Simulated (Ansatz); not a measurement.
```yaml
atoms:
  - { symbol: F, position_ang: [0.5520, -1.5492, 1.6216] }
  - { symbol: B, position_ang: [1.0655, -1.4658, 0.4138] }
  - { symbol: F, position_ang: [0.5576, -2.1832, -0.5644] }
  - { symbol: F, position_ang: [2.1747, -0.7865, 0.2196] }
  - { symbol: As, position_ang: [-0.7135, 0.9967, -0.2993] }
  - { symbol: H, position_ang: [-0.6393, 2.3041, 0.4662] }
  - { symbol: H, position_ang: [-0.6755, 1.6776, -1.6541] }
  - { symbol: H, position_ang: [-2.2291, 0.9492, -0.2593] }
```

Geometry: PBE0-D4/def2-TZVP; at this geometry the atoms fall into two loosely joined parts.

Level of theory: Ansatz 0.2.0, RKS PBE0-D4/def2-TZVPP.

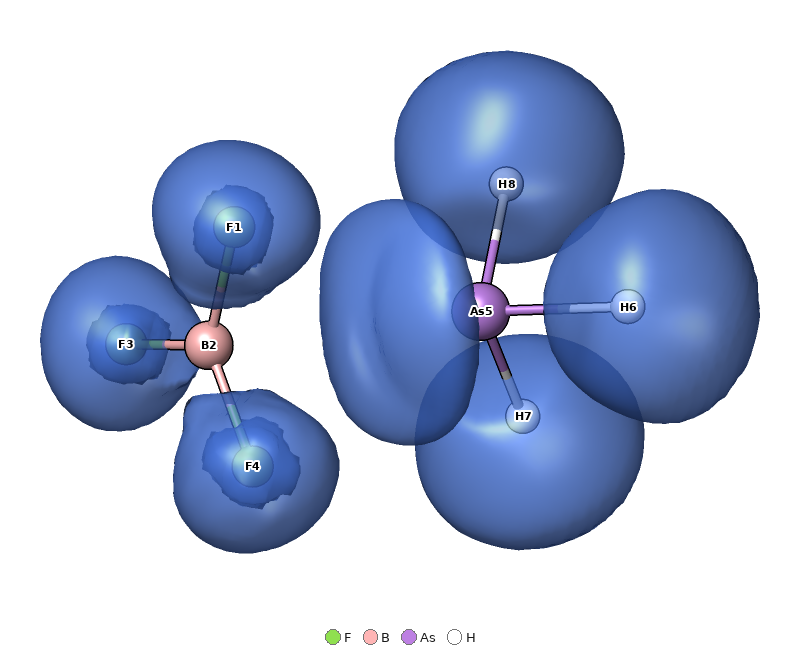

AsBF$_{3}$H$_{3}$. Isosurface of the electron localisation function at 0.75 (blue), seen at a tilt. Core shells and regions of very low density are left out.

> Where are the electrons localised?

At this value the surface marks out three regions around hydrogen nuclei, three regions on F in which the atom's valence shell and bonds are merged and one lobe on As, pointing away from the bonds (lone pairs).

Values along the shortest contacts:
B–F (1.32 Å): the ELF peaks at about 0.85 between the atoms: a polar covalent bond. As–H (1.52 Å): the ELF climbs to about 1 towards the hydrogen, as it does in any bond to H.
